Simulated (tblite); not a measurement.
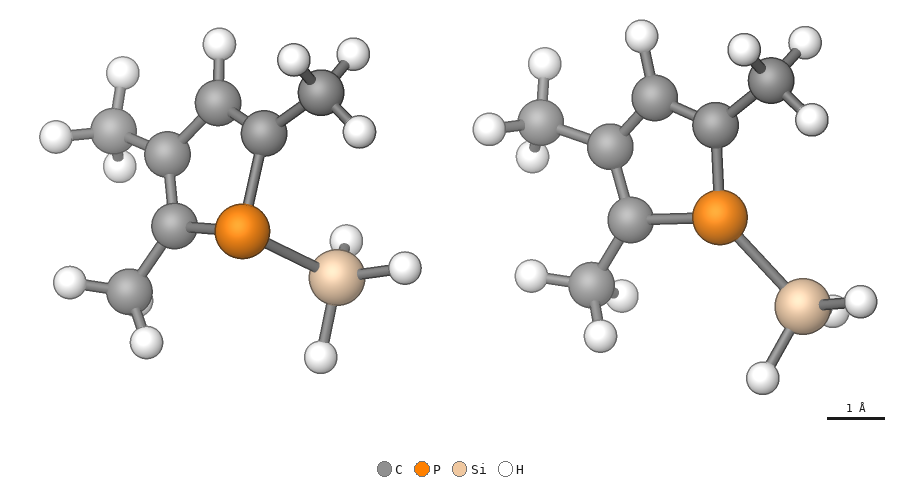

Two geometries of C$_{7}$H$_{13}$PSi, drawn at one scale. One is the start of a relaxation, the other its converged end. Style: ball-and-stick. Shown at a tilt.

All numbers below come from tblite 0.8.0, GFN2-xTB geometry optimisation, gas phase. 

Q: Which of the two is the end point?

A: The left one is the relaxed one. The energy falls by 131.5 kJ/mol in 118 geometry steps. The atom that moves furthest after the best rigid fit is an H atom (1.44 Å). By element the largest moves are H 1.44 Å, P 0.83 Å, Si 0.68 Å, C 0.58 Å. Near-neighbour distances that change, for instance: C–P 1.655 → 1.804 Å, C–P 1.903 → 1.802 Å, C–C 1.352 → 1.433 Å, P–Si 2.187 → 2.240 Å. Bond angles that change, for instance: C–P–Si 140.0° → 97.2°, Si–P–C 118.8° → 97.1°, C–C–P 103.2° → 111.1°. Groups turn about C–C by about 35°, C–C by about 20°. Cost: 2 s on 1 thread of Arm Neoverse N1, on a shared host.
